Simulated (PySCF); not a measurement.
```xyz
15

Si   -2.2866    0.8650   -0.4223
C    -1.2648   -0.7584   -0.4218
C     0.1613   -0.4883   -0.1414
C     0.8034   -0.4863    1.0572
C     2.1678   -0.1242    0.9753
C     2.5477    0.1548   -0.2971
Cl    4.1027    0.6325   -0.8299
S     1.2394   -0.0239   -1.4253
H    -1.7597    1.7500   -1.4584
H    -3.6772    0.5062   -0.7000
H    -2.1648    1.4861    0.8960
H    -1.3682   -1.2471   -1.3904
H    -1.6563   -1.4377    0.3361
H     0.3192   -0.7447    1.9819
H     2.8317   -0.0759    1.8184
```

Geometry: GFN2-xTB.

These are results of PBE0/pcSseg-1, SCF density, gas phase, non-relativistic (PySCF), not measurements.

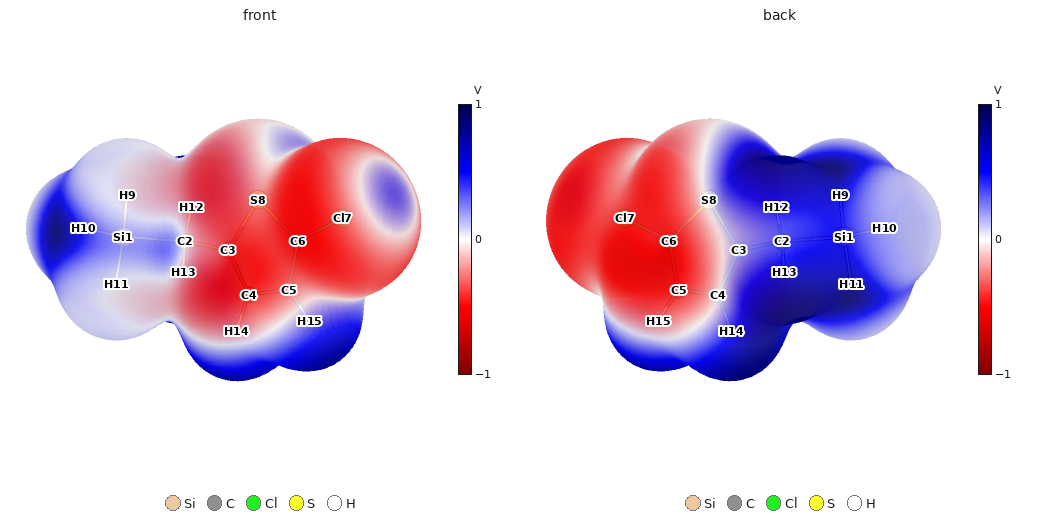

C$_{5}$H$_{7}$ClSSi (SMILES [SiH3]Cc1ccc(Cl)s1). The electrostatic potential painted on the density surface at 0.001 e/bohr³, seen from the front and from behind; the colour scale runs from red (negative) to blue (positive).

Describe the electrostatic potential map.

The most negative region (about −0.6 V, or −14 kcal/mol for a unit charge) lies over the C and Cl atoms, the most positive (about +0.9 V, or +21 kcal/mol for a unit charge) over Si1, H13 and H14. Cl7 shows a σ-hole: about +0.3 V, or +7 kcal/mol for a unit charge at the tip opposite its bond, against about −0.4 V, or −9 kcal/mol for a unit charge on its flanks.

What dipole moment does the calculation give?

Its dipole moment is 2.11 D.
